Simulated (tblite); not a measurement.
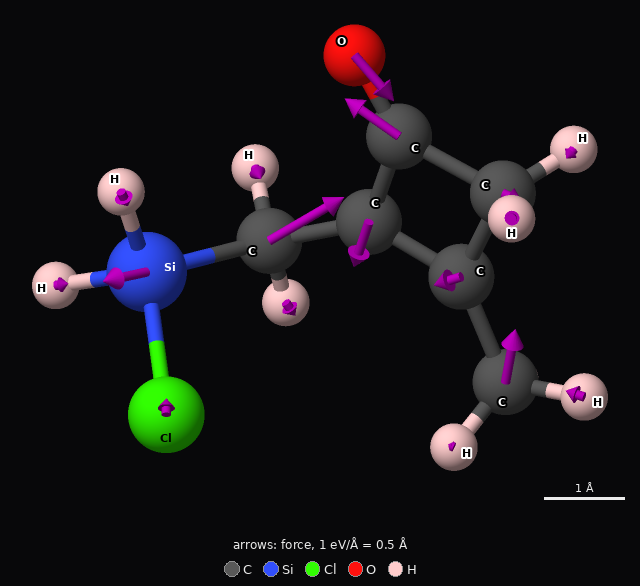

Starting geometry of C₆H₉ClOSi with the computed forces as purple arrows. Style: ball-and-stick. Shown at a tilt.

Method: GFN2-xTB geometry optimisation, gas phase (tblite). 

Q: What follows when this structure is relaxed?

A: It isn't relaxed: the largest force vector, on a C atom, is 2.23 eV/Å. The final displacements have little in common with the starting forces (cosine between the two patterns 0.09). The atom that moves furthest after the best rigid fit is an H atom (1.10 Å). By element the largest moves are H 1.10 Å, Cl 0.50 Å, C 0.23 Å, Si 0.17 Å, O 0.15 Å. Some distances before and after: C–C 1.555 → 1.480 Å, C–C 1.537 → 1.475 Å, C–Si 1.862 → 1.915 Å, Cl–Si 2.056 → 2.017 Å. Among the angles between lasting bonds that change: C–C–Si 114.8° → 110.3°, C–C–O 132.4° → 136.3°, C–C–C 133.5° → 129.8°. Groups turn about C–C by about 55°. After 166 geometry steps the energy has fallen by 29.9 kJ/mol. The run took 1.5 s on 1 thread of Arm Neoverse V1, on a shared host.
